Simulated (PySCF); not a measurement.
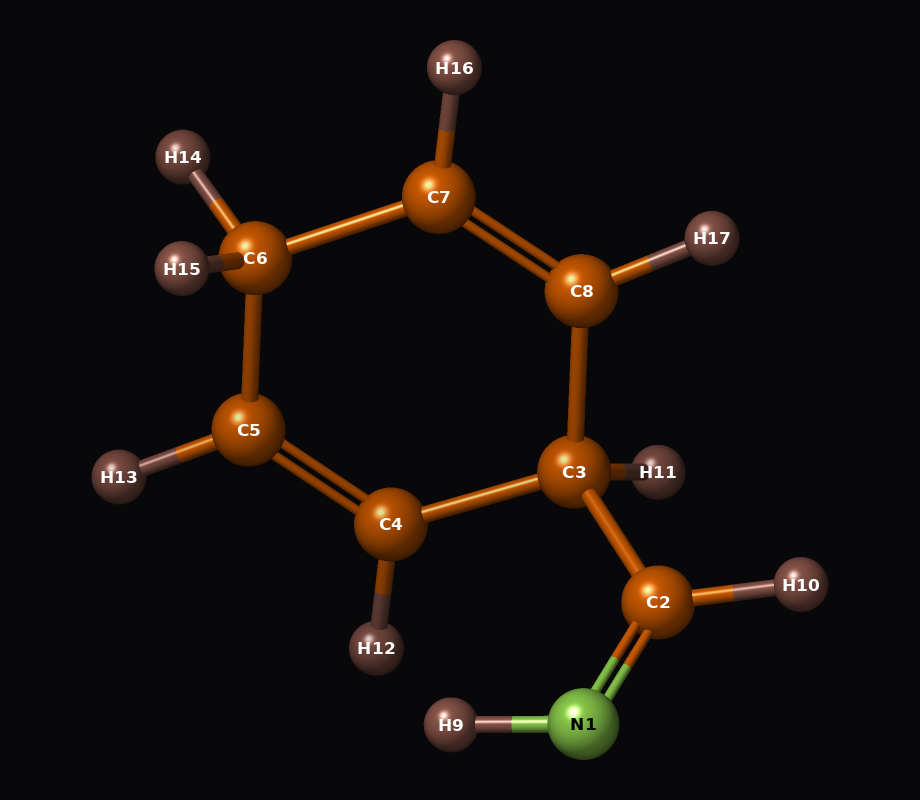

The computed structure is the end point of a PBE0-D3(BJ)/def2-SVP optimisation. No frequency run is at hand to confirm it as a minimum. Method: TDDFT B3LYP/def2-SVPD, vertical, gas phase, core orbitals frozen in the response (PySCF 2.14.0), and the same with a continuum solvent (IEF-PCM, Bondi radii x 1.2, gas-phase geometry).

How do dipole (D), HOMO–LUMO gap (eV), lowest singlet (eV) change in chloroform (ε = 4.7), acetone (ε = 20.5)?

```
    medium  dipole (D)  HOMO–LUMO gap (eV)  lowest singlet (eV)
 gas phase        2.81                6.10                 5.01
chloroform        3.41                6.03                 4.99
   acetone        3.61                6.00                 4.98
```
